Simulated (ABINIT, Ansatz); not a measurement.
# Quasiparticle gap of Cl (Cmce) in ABINIT, part 2 of 3

How does a plane-wave GW calculation on Cl (Cmce) run from the first input to the gap?

ABINIT 10.8.3; PBE and many-body steps on it, plane waves. Known limits of the many-body steps: not at the basis limit; coarse k mesh.

So far. Step 2 (Ground state): The gap is indirect, with the least direct gap 0.06 eV higher.

### Step 3. Bands along the symmetry lines

Level of this step: DFT, PBE, plane waves, norm-conserving pseudopotentials (ABINIT).

Levels along a band path, at the cheap level, show where the edges lie and whether the meshes to come will hold them.

run.abi

```
acell 3*1.0 Angstrom
rprim 
  3.145000000000 -2.250000000000 0.000000000000
  3.145000000000 2.250000000000 0.000000000000
  0.000000000000 0.000000000000 8.210000000000
ntypat 1
znucl 17
natom 4
typat 1 1 1 1
xred 
  0.870000000000 0.130000000000 0.100000000000
  0.630000000000 0.370000000000 0.600000000000
  0.130000000000 0.870000000000 0.900000000000
  0.370000000000 0.630000000000 0.400000000000
pp_dirpath "pseudos"
pseudos "Cl.upf"
ecut 25
iscf -2
irdden 1
kptopt 0
nkpt 92
kpt 
  0.00000000 0.00000000 0.00000000
  0.06250000 0.06250000 0.00000000
  0.12500000 0.12500000 0.00000000
  0.18750000 0.18750000 0.00000000
  0.25000000 0.25000000 0.00000000
  0.31250000 0.31250000 0.00000000
  0.37500000 0.37500000 0.00000000
  0.43750000 0.43750000 0.00000000
  0.50000000 0.50000000 0.00000000
  0.48474461 0.51525539 0.00000000
  0.46948923 0.53051077 0.00000000
  0.45423384 0.54576616 0.00000000
  0.43897845 0.56102155 0.00000000
  0.42372307 0.57627693 0.00000000
  0.40846768 0.59153232 0.00000000
  0.39321230 0.60678770 0.00000000
  0.37795691 0.62204309 0.00000000
  -0.37795691 0.37795691 0.00000000
  -0.33071230 0.33071230 0.00000000
  -0.28346768 0.28346768 0.00000000
  -0.23622307 0.23622307 0.00000000
  -0.18897845 0.18897845 0.00000000
  -0.14173384 0.14173384 0.00000000
  -0.09448923 0.09448923 0.00000000
  -0.04724461 0.04724461 0.00000000
  0.00000000 0.00000000 0.00000000
  0.00000000 0.00000000 0.06250000
  0.00000000 0.00000000 0.12500000
  0.00000000 0.00000000 0.18750000
  0.00000000 0.00000000 0.25000000
  0.00000000 0.00000000 0.31250000
  0.00000000 0.00000000 0.37500000
  0.00000000 0.00000000 0.43750000
  0.00000000 0.00000000 0.50000000
  -0.04724461 0.04724461 0.50000000
  -0.09448923 0.09448923 0.50000000
  -0.14173384 0.14173384 0.50000000
  -0.18897845 0.18897845 0.50000000
  -0.23622307 0.23622307 0.50000000
  -0.28346768 0.28346768 0.50000000
  -0.33071230 0.33071230 0.50000000
  -0.37795691 0.37795691 0.50000000
  0.37795691 0.62204309 0.50000000
  0.39321230 0.60678770 0.50000000
  0.40846768 0.59153232 0.50000000
  0.42372307 0.57627693 0.50000000
  0.43897845 0.56102155 0.50000000
  0.45423384 0.54576616 0.50000000
  0.46948923 0.53051077 0.50000000
  0.48474461 0.51525539 0.50000000
  0.50000000 0.50000000 0.50000000
  0.50000000 0.50000000 0.43750000
  0.50000000 0.50000000 0.37500000
  0.50000000 0.50000000 0.31250000
  0.50000000 0.50000000 0.25000000
  0.50000000 0.50000000 0.18750000
  0.50000000 0.50000000 0.12500000
  0.50000000 0.50000000 0.06250000
  0.50000000 0.50000000 0.00000000
  0.00000000 0.00000000 0.00000000
  0.00000000 0.06250000 0.00000000
  0.00000000 0.12500000 0.00000000
  0.00000000 0.18750000 0.00000000
  0.00000000 0.25000000 0.00000000
  0.00000000 0.31250000 0.00000000
  0.00000000 0.37500000 0.00000000
  0.00000000 0.43750000 0.00000000
  0.00000000 0.50000000 0.00000000
  0.00000000 0.50000000 0.06250000
  0.00000000 0.50000000 0.12500000
  0.00000000 0.50000000 0.18750000
  0.00000000 0.50000000 0.25000000
  0.00000000 0.50000000 0.31250000
  0.00000000 0.50000000 0.37500000
  0.00000000 0.50000000 0.43750000
  0.00000000 0.50000000 0.50000000
  0.00000000 0.43750000 0.50000000
  0.00000000 0.37500000 0.50000000
  0.00000000 0.31250000 0.50000000
  0.00000000 0.25000000 0.50000000
  0.00000000 0.18750000 0.50000000
  0.00000000 0.12500000 0.50000000
  0.00000000 0.06250000 0.50000000
  0.00000000 0.00000000 0.50000000
  0.06250000 0.06250000 0.50000000
  0.12500000 0.12500000 0.50000000
  0.18750000 0.18750000 0.50000000
  0.25000000 0.25000000 0.50000000
  0.31250000 0.31250000 0.50000000
  0.37500000 0.37500000 0.50000000
  0.43750000 0.43750000 0.50000000
  0.50000000 0.50000000 0.50000000
istwfk *1
nband 21
nbdbuf 2
tolwfr 1e-08
nstep 40
prtwf 0
prtvol 0
indata_prefix "in"
outdata_prefix "out"
tmpdata_prefix "tmp"
```

Started as:

```
$ OMP_NUM_THREADS=1 mpirun -n 4 abinit run.abi > log
```

Numbers of over 12 decimals in the logs are rounded to 6 here.

Output:

```text
.Version 10.8.3 of ABINIT. v10.8.2 released Aug 2026.

 Symmetries : space group Cm c a (# 64); Bravais oC (1-face-center ortho.)
[... echo of the input left out ...]
== DATASET  1 ==================================================================
-   mpi_nproc: 4, omp_nthreads: 1 (-1 if OMP is not activated)

--- !DatasetInfo
iteration_state: {dtset: 1, }
dimensions: {natom: 4, nkpt: 92, mband: 21, nsppol: 1, nspinor: 1, nspden: 1, mpw: 4726, }
cutoff_energies: {ecut:  25.0, pawecutdg:  -1.0, }
electrons: {nelect:   2.80000000E+01, charge:   0.00000000E+00, occopt:   1.00000000E+00, tsmear:   1.00000000E-02, }

 Real(R)+Recip(G) space primitive vectors, cartesian coordinates (Bohr,Bohr^-1):
 R(1)=  5.9431887 -4.2518838  0.0000000  G(1)=  0.0841299 -0.1175949  0.0000000
 R(2)=  5.9431887  4.2518838  0.0000000  G(2)=  0.0841299  0.1175949  0.0000000
 R(3)=  0.0000000  0.0000000 15.5146515  G(3)=  0.0000000  0.0000000  0.0644552
 Unit cell volume ucvol=  7.8410265E+02 bohr^3
 Angles (23,13,12)=  9.00000000E+01  9.00000000E+01  7.11614758E+01 degrees

 getcut: wavevector=  0.0000  0.0000  0.0000  ngfft=  36  36  72
         ecut(hartree)=     25.000   => boxcut(ratio)=   2.06184

--- Pseudopotential description ------------------------------------------------
- Cl Generated using ONCVPSP code by D. R. Hamann
- 17.00000   7.00000  171031                  znucl, zion, pspdat
12 -101130 2 -1 1028                          pspcod,pspxc,lmax,lloc,mmax
     nproj     2     2     2
  pspatm : epsatm=    9.12776517
         --- l  ekb(1:nproj) -->
             0    8.139296    0.698720
             1    3.821713    1.107519
             2   -2.938609   -0.805455
 pspatm: atomic psp has been read  and splines computed

--------------------------------------------------------------------------------

================================================================================
 prteigrs : about to open file out_EIG
 Non-SCF case, kpt    1 (  0.00000  0.00000  0.00000), residuals and eigenvalues=
  9.10E-09  4.36E-09  3.03E-09  2.84E-09  2.33E-09  3.46E-09  6.47E-09  4.11E-09
  2.64E-09  3.58E-09  8.63E-09  6.28E-09  3.92E-09  5.99E-09  2.47E-09  8.22E-09
  9.45E-09  7.05E-09  9.02E-09  1.59E-05  1.13E-05
 -6.4091E-01 -6.3353E-01 -4.9406E-01 -4.7435E-01 -2.2600E-01 -1.9657E-01
 -1.2661E-01 -1.2203E-01 -1.0941E-01 -1.0909E-01 -5.6008E-02 -4.5071E-02
 -3.5652E-02 -3.2335E-02  6.0461E-02  8.1125E-02  2.2390E-01  2.4601E-01
[...]
Non-SCF case, kpt    2 (  0.06250  0.06250  0.00000), residuals and eigenvalues=
  8.20E-09  9.68E-09  3.71E-09  9.17E-09  7.66E-09  2.11E-09  3.67E-09  3.61E-09
[...]
5.04E-09  8.87E-09  9.11E-09  2.42E-05  3.23E-05
[...]
Non-SCF case, kpt    3 (  0.12500  0.12500  0.00000), residuals and eigenvalues=
[...]
2.71E-09  8.35E-09  2.97E-09  8.64E-06  3.91E-04
[...]
Non-SCF case, kpt   91 (  0.43750  0.43750  0.50000), residuals and eigenvalues=
[...]
Non-SCF case, kpt   92 (  0.50000  0.50000  0.50000), residuals and eigenvalues=
[...]
-1.6293E-01 -1.6293E-01 -1.3168E-01 -1.3168E-01 -5.6040E-02 -5.6040E-02
 -4.7061E-02 -4.7061E-02  6.4366E-02  6.4366E-02  2.9807E-01  2.9807E-01
[...]
--- !ResultsGS
iteration_state: {dtset: 1, }
comment   : Summary of ground state results
lattice_vectors:
- [  5.9431887,  -4.2518838,   0.0000000, ]
- [  5.9431887,   4.2518838,   0.0000000, ]
- [  0.0000000,   0.0000000,  15.5146515, ]
lattice_lengths: [   7.30753,    7.30753,   15.51465, ]
lattice_angles: [ 90.000,  90.000,  71.161, ] # degrees, (23, 13, 12)
lattice_volume:   7.8410265E+02
convergence: {deltae:  0.000E+00, res2:  0.000E+00, residm:  9.980E-09, diffor:  0.000E+00, }
etotal    :  -6.55896272E+01
entropy   :   0.00000000E+00
fermie    :  -3.02756789E-02
cartesian_stress_tensor: null
pressure_GPa: null
xred      :
- [  8.7000E-01,   1.3000E-01,   1.0000E-01, Cl]
- [  6.3000E-01,   3.7000E-01,   6.0000E-01, Cl]
- [  1.3000E-01,   8.7000E-01,   9.0000E-01, Cl]
- [  3.7000E-01,   6.3000E-01,   4.0000E-01, Cl]
cartesian_forces: null
force_length_stats: {min: null, max: null, mean: null, }

 Integrated electronic density in atomic spheres:
 ------------------------------------------------
 Atom  Sphere_radius  Integrated_density
[...]
================================================================================

 ----iterations are completed or convergence reached----

 Mean square residual over all n,k,spin=   54.933E-10; max=  99.800E-10
 reduced coordinates (array xred) for    4 atoms
[...]
0.130000000000      0.870000000000      0.900000000000
       0.370000000000      0.630000000000      0.400000000000

 cartesian coordinates (angstrom) at end:
    1      3.145000    -1.665000     0.821000
    2      3.145000    -0.585000     4.926000
    3      3.145000     1.665000     7.389000
    4      3.145000     0.585000     3.284000
 length scales=  1.889726125908  1.889726125908  1.889726125908 bohr
              =  1.000000000000  1.000000000000  1.000000000000 angstroms
 prteigrs : about to open file out_EIG
 Eigenvalues (hartree) for nkpt=  92  k points:
 kpt#   1, nband= 21, wtk=  1.00000, kpt=  0.0000  0.0000  0.0000 (reduced coord)
[...]
kpt#   2, nband= 21, wtk=  1.00000, kpt=  0.0625  0.0625  0.0000 (reduced coord)
[...]
kpt#   3, nband= 21, wtk=  1.00000, kpt=  0.1250  0.1250  0.0000 (reduced coord)
[...]
kpt#  91, nband= 21, wtk=  1.00000, kpt=  0.4375  0.4375  0.5000 (reduced coord)
[...]
0.29925    0.29925    0.33074    0.33075    0.34904
 kpt#  92, nband= 21, wtk=  1.00000, kpt=  0.5000  0.5000  0.5000 (reduced coord)
  -0.62997   -0.62997   -0.48167   -0.48167   -0.21248   -0.21248   -0.16293   -0.16293
  -0.13168   -0.13168   -0.05604   -0.05604   -0.04706   -0.04706    0.06437    0.06437
   0.29807    0.29807    0.33103    0.33104    0.34782

== END DATASET(S) ==============================================================
================================================================================

 -outvars: echo values of variables after computation  --------
            nband          21
             nkpt          92
          spgroup          64
 [... the other variables as echoed above ...]

 Calculation completed.
```

The job ended after 56 s (4 MPI ranks of Arm Neoverse N1, shared host; peak memory 0.39 GiB; 3.7 min of CPU time).

Numbers from this step:

| Item | Value |
| --- | --- |
| gap | 2.457 eV |
| k of the valence top | 0.5, 0.5, 0 |
| k of the conduction bottom | -0.0945, 0.0945, 0 |
| least direct gap | 2.515 eV |

The gap is 2.457 eV, −0.012 eV from the run before at this level.

The electronic bands at the labelled points (eV, zero at the top of the highest filled band):

| point | band 11 | band 12 | band 13 | band 14 | band 15 | band 16 | band 17 | band 18 |
| --- | --- | --- | --- | --- | --- | --- | --- | --- |
| Γ | -0.70 | -0.40 | -0.15 | -0.06 | 2.47 | 3.03 | 6.92 | 7.52 |
| Y | -0.96 | -0.89 | -0.36 | 0.00 | 2.55 | 2.74 | 8.58 | 8.67 |
| F0 | -0.84 | -0.66 | -0.21 | -0.01 | 2.60 | 2.78 | 8.52 | 9.16 |
| jump to Δ0 | -0.84 | -0.66 | -0.21 | -0.01 | 2.60 | 2.78 | 8.52 | 9.16 |
| Γ | -0.70 | -0.40 | -0.15 | -0.06 | 2.47 | 3.03 | 6.92 | 7.52 |
| Z | -0.64 | -0.64 | -0.10 | -0.10 | 2.67 | 2.67 | 7.46 | 7.46 |
| B0 | -0.41 | -0.41 | -0.40 | -0.40 | 2.68 | 2.68 | 9.21 | 9.21 |
| jump to G0 | -0.41 | -0.41 | -0.40 | -0.40 | 2.68 | 2.68 | 9.21 | 9.21 |
| T | -0.70 | -0.70 | -0.46 | -0.46 | 2.58 | 2.58 | 8.93 | 8.93 |
| Y | -0.96 | -0.89 | -0.36 | 0.00 | 2.55 | 2.74 | 8.58 | 8.67 |
| jump to Γ | -0.70 | -0.40 | -0.15 | -0.06 | 2.47 | 3.03 | 6.92 | 7.52 |
| S | -0.51 | -0.51 | -0.15 | -0.15 | 2.85 | 2.85 | 8.30 | 8.30 |
| R | -0.43 | -0.43 | 0.00 | 0.00 | 2.75 | 2.75 | 8.52 | 8.52 |
| Z | -0.64 | -0.64 | -0.10 | -0.10 | 2.67 | 2.67 | 7.46 | 7.46 |
| T | -0.70 | -0.70 | -0.46 | -0.46 | 2.58 | 2.58 | 8.93 | 8.93 |

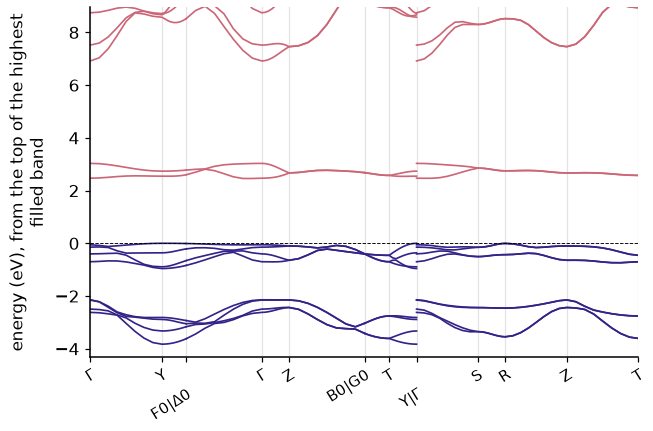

Electronic bands along the path; lines of filled and empty bands in two colours.

### Step 4. Empty states on the mesh, 4×4×2 mesh, 768 bands

The sums over transitions need many empty states on a uniform mesh; this step solves for them.

run.abi

```
acell 3*1.0 Angstrom
rprim 
  3.145000000000 -2.250000000000 0.000000000000
  3.145000000000 2.250000000000 0.000000000000
  0.000000000000 0.000000000000 8.210000000000
ntypat 1
znucl 17
natom 4
typat 1 1 1 1
xred 
  0.870000000000 0.130000000000 0.100000000000
  0.630000000000 0.370000000000 0.600000000000
  0.130000000000 0.870000000000 0.900000000000
  0.370000000000 0.630000000000 0.400000000000
pp_dirpath "pseudos"
pseudos "Cl.upf"
ecut 25
ngkpt 4 4 2
nshiftk 1
shiftk 0 0 0
kptopt 1
chksymbreak 0
irdden 1
istwfk *1
nband 768
prtvol 0
optdriver 6
gwr_task "HDIAGO"
paral_kgb 0
occopt 1
indata_prefix "in"
outdata_prefix "out"
tmpdata_prefix "tmp"
```

Output:

```text
[banner, memory and clock lines left out]
.Version 10.8.3 of ABINIT. v10.8.2 released Aug 2026.

 Symmetries : space group Cm c a (# 64); Bravais oC (1-face-center ortho.)
[... echo of the input left out ...]
== DATASET  1 ==================================================================
-   mpi_nproc: 4, omp_nthreads: 1 (-1 if OMP is not activated)

--- !DatasetInfo
iteration_state: {dtset: 1, }
dimensions: {natom: 4, nkpt: 14, mband: 768, nsppol: 1, nspinor: 1, nspden: 1, mpw: 4726, }
cutoff_energies: {ecut:  25.0, pawecutdg:  -1.0, }
electrons: {nelect:   2.80000000E+01, charge:   0.00000000E+00, occopt:   1.00000000E+00, tsmear:   1.00000000E-02, }

.Using double precision arithmetic; gwpc =  8

- Reading GS density from: in_DEN

--- Pseudopotential description ------------------------------------------------
- Cl Generated using ONCVPSP code by D. R. Hamann
- 17.00000   7.00000  171031                  znucl, zion, pspdat
12 -101130 2 -1 1028                          pspcod,pspxc,lmax,lloc,mmax
     nproj     2     2     2
  pspatm : epsatm=    9.12776517
         --- l  ekb(1:nproj) -->
             0    8.139296    0.698720
             1    3.821713    1.107519
             2   -2.938609   -0.805455
 pspatm: atomic psp has been read  and splines computed

   1.02230970E+03                                ecore*ucvol(ha*bohr**3)

 Total charge density [el/Bohr^3]
)     Maximum=    2.9110E-01  at reduced coord.    0.2222    0.9444    0.8889
)     Minimum=    1.3720E-03  at reduced coord.    0.2500    0.5000    0.1389
   Integrated=    2.8000E+01

 === KS gaps after direct diagonalization ===
 Indirect band gap semiconductor
 Fundamental gap:     2.469 (eV)
   VBM:    -0.824 (eV) at k: [ 5.0000E-01,  5.0000E-01,  0.0000E+00]
   CBM:     1.645 (eV) at k: [ 0.0000E+00,  0.0000E+00,  0.0000E+00]
 Direct gap:         2.525 (eV) at k: [ 0.0000E+00,  0.0000E+00,  0.0000E+00]

== END DATASET(S) ==============================================================

 -outvars: echo values of variables after computation  --------
           etotal      0.0000000000E+00
            nband         768
             nkpt          14
          spgroup          64
 [... the other variables as echoed above ...]

 Calculation completed.
```

The job ended after 7.5 min (4 MPI ranks; peak memory 5.1 GiB; 30 min of CPU time).

This step gave:

```
gap                                                           : 2.469 eV
k of the valence top                                          : 0.5, 0.5, 0
k of the conduction bottom                                    : 0, 0, 0
least direct gap                                              : 2.525 eV
k points computed                                             : 14
lowest point of the top converged band, above the valence top : 193.1638 eV
```

On this mesh the gap is 2.469 eV.

### Step 5. Screening, 4×4×2 mesh, 318 bands, screening to 176.9 eV

The RPA dielectric matrix is built and inverted for each q.

This step: RPA screening on PBE, plane waves, norm-conserving pseudopotentials.

run.abi: that of step 4 with these lines changed.

```diff
@@ -22,10 +22,11 @@
 chksymbreak 0
-irdden 1
 istwfk *1
-nband 768
-prtvol 0
-optdriver 6
-gwr_task "HDIAGO"
-paral_kgb 0
 occopt 1
+irdwfk 1
+optdriver 3
+nband 318
+ecuteps 6.5
+inclvkb 2
+awtr 1
+symchi 1
 indata_prefix "in"
```

Output:

```text
.Version 10.8.3 of ABINIT. v10.8.2 released Aug 2026.

 Symmetries : space group Cm c a (# 64); Bravais oC (1-face-center ortho.)
[... echo of the input left out ...]
== DATASET  1 ==================================================================
-   mpi_nproc: 4, omp_nthreads: 1 (-1 if OMP is not activated)

--- !DatasetInfo
iteration_state: {dtset: 1, }
dimensions: {natom: 4, nkpt: 14, mband: 318, nsppol: 1, nspinor: 1, nspden: 1, mpw: 4726, }
cutoff_energies: {ecut:  25.0, pawecutdg:  -1.0, }
electrons: {nelect:   2.80000000E+01, charge:   0.00000000E+00, occopt:   1.00000000E+00, tsmear:   1.00000000E-02, }

 SCREENING: Calculation of the susceptibility and dielectric matrices

 Based on a program developped by R.W. Godby, V. Olevano, G. Onida, and L. Reining.
 Incorporated in ABINIT by V. Olevano, G.-M. Rignanese, and M. Torrent.
.Using double precision arithmetic ; gwpc =  8

[... cell and pseudopotentials left out ...]
--------------------------------------------------------------------------------

 ==== K-mesh for the wavefunctions ====
 Number of points in the irreducible wedge :    14
[... list of points left out ...]
 Together with  8 symmetry operations and time-reversal symmetry
 yields    32 points in the full Brillouin Zone.

 ==== Q-mesh for the screening function ====
 Number of points in the irreducible wedge :    14
[... list of points left out ...]
 Together with  8 symmetry operations and time-reversal symmetry
 yields    32 points in the full Brillouin Zone.

 setmesh: FFT mesh size selected  =    30x   30x   60
          total number of points  =        54000

 vcoul_init : cutoff-mode = AUXILIARY_FUNCTION
 q-points for optical limit:   1
     1)      0.000010    0.000020    0.000030

- screening: taking advantage of time-reversal symmetry
- Maximum band index for partially occupied states nbvw = 14
- Remaining bands to be divided among processors   nbcw = 304
- Number of bands treated by each node ~76

 Number of electrons calculated from density =   28.0000; Expected =   28.0000
 average of density, n =  0.035710
 r_s =    1.8838
 omega_plasma =   18.2284 [eV]

 calculating chi0 at frequencies [eV] :
  1    0.000000E+00    0.000000E+00
  2    0.000000E+00    1.822838E+01

--------------------------------------------------------------------------------
  q-point number  1        q = ( 0.000000, 0.000000, 0.000000) [r.l.u.]
--------------------------------------------------------------------------------
[... chi0 elements left out ...]
 For q-point:  0.000010 0.000020 0.000030
  dielectric constant =   2.8107
  dielectric constant without local fields =   3.4622

  Average fulfillment of the sum rule on Im[epsilon] for q-point    1 :     83.09  [%]
[... wings left out ...]
  q-point number  2        q = ( 0.250000, 0.000000, 0.000000) [r.l.u.]
--------------------------------------------------------------------------------
[... chi0 elements left out ...]
  Average fulfillment of the sum rule on Im[epsilon] for q-point    2 :     84.55  [%]

 [... 12 further q-points ...]
```

Elapsed: 16 min, on 4 MPI ranks; peak memory 4.9 GiB.

Numbers from this step:

| Quantity | Value |
| --- | --- |
| ε∞ with local fields, on this mesh, along the program's q direction | 2.811 |
| the same without local fields | 3.462 |
| plasma frequency | 18.23 eV |
| plane waves in the screening matrix | 611 |

Local fields lower ε∞ by 19 %. On a Γ-centred mesh this coarse the value itself is usually too large, while a short band sum pulls it down.

(Continued in part 3 of 3.)

[Paths, hosts, dates, memory and timing lines, banners, echoed tables and standing remarks are left out of the program output.]

[Logs are printed without paths, hosts, clocks, repeated set-up lines and the standing remarks that a program may print on its own settings, such as how far it seeks lower states.]

[Runs of the session that timed out or met a known fault of the program may be left out.]

[Hosts, paths, dates, database ids (printed as entryN), source tags and the programs' standing remarks are cut or masked in the printed files.]

[G0W0 gaps are taken among the corrected bands and points alone; a level outside them can change the order at an edge.]

[Where Ansatz stands beside ABINIT at settings called matched, ABINIT's density can come from a denser mesh and the files from another edition; pairs whose starting gaps differed by over 0.03 eV were left out, so agreement reads better than it is.]
